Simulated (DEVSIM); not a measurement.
Structure: Ge p-i-n diode, at 300 K.

| layer (left to right) | material | thickness (μm) | Nd (cm⁻³) | Na (cm⁻³) | τn (s) | τp (s) |
|---|---|---|---|---|---|---|
| 1 | Ge | 0.280 | - | 3.3e17 | 0.00019 | 0.00019 |
| 2 | Ge | 2.00 | 1.1e12 | - | 0.00019 | 0.00019 |
| 3 | Ge | 0.720 | 1.4e18 | - | 0.00019 | 0.00019 |

Left contact: ohmic. Right contact: ohmic. Voltage is applied to the left contact. Recombination: SRH at mid-gap, Auger. Mobility is μmin + (μ − μmin)/(1 + (N/Nref)^α).

This is a model device: material constants are rounded textbook-type values typed into the input, and sizes, dopings and lifetimes were drawn at random. Values at 300 K.

| parameter | Ge |
|---|---|
| gap (eV) | 0.664 |
| affinity (eV) | 4 |
| permittivity | 16 |
| Nc (cm⁻³) | 1.04e19 |
| Nv (cm⁻³) | 6e18 |
| μn (cm²/Vs) | 3900 |
| μp (cm²/Vs) | 1900 |
| μn,min | 150 |
| μp,min | 100 |
| Nref,n | 2.6e17 |
| Nref,p | 4e17 |
| αn | 0.56 |
| αp | 0.6 |
| Cn (cm⁶/s) | 1e-31 |
| Cp (cm⁶/s) | 1e-31 |

Simulated with DEVSIM: 1D drift-diffusion, Boltzmann statistics, complete ionisation; no tunnelling, impact ionisation, image-force lowering or self-heating.

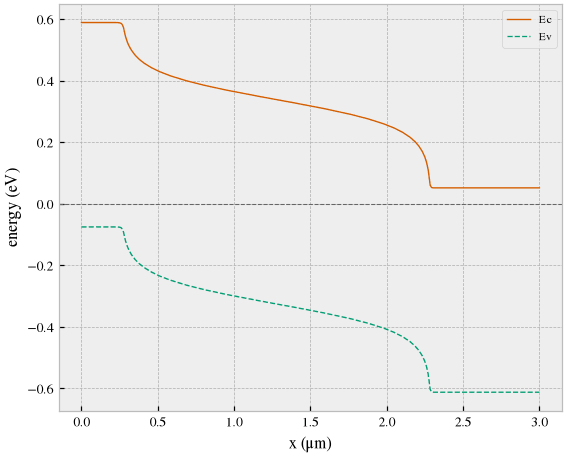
Figure: Band edges at zero bias

Energies count from the Fermi level of the right contact; mesh points crowd at the junctions.

```tsv
x (μm)	Ec (eV)	Ev (eV)	n (cm⁻³)	p (cm⁻³)	field (V/cm)
0.000	0.589	-0.075	1.3e9	3.3e17	≈ 0
0.02616	0.589	-0.075	1.3e9	3.3e17	≈ 0
0.07574	0.589	-0.075	1.3e9	3.3e17	≈ 0
0.1613	0.589	-0.075	1.3e9	3.3e17	≈ 0
0.2476	0.588	-0.076	1.4e9	3.2e17	-750
0.2767	0.571	-0.093	2.7e9	1.6e17	-20000
0.3001	0.526	-0.138	1.5e10	2.9e16	-13000
0.3764	0.470	-0.194	1.3e11	3.4e15	-4500
0.5133	0.429	-0.235	6.4e11	6.8e14	-2100
0.8051	0.385	-0.279	3.5e12	1.2e14	-1200
1.395	0.328	-0.336	3.2e13	1.4e13	-920
1.982	0.260	-0.404	4.5e14	9.6e11	-1800
2.153	0.216	-0.448	2.4e15	1.8e11	-3900
2.233	0.170	-0.494	1.5e16	3.0e10	-9300
2.278	0.085	-0.579	3.9e17	1.1e9	-48000
2.303	0.052	-0.612	1.4e18	3.1e8	-220
2.356	0.052	-0.612	1.4e18	3.1e8	≈ 0
2.463	0.052	-0.612	1.4e18	3.1e8	≈ 0
2.752	0.052	-0.612	1.4e18	3.1e8	≈ 0
2.893	0.052	-0.612	1.4e18	3.1e8	≈ 0
2.961	0.052	-0.612	1.4e18	3.1e8	≈ 0
3.000	0.052	-0.612	1.4e18	3.1e8	≈ 0
```
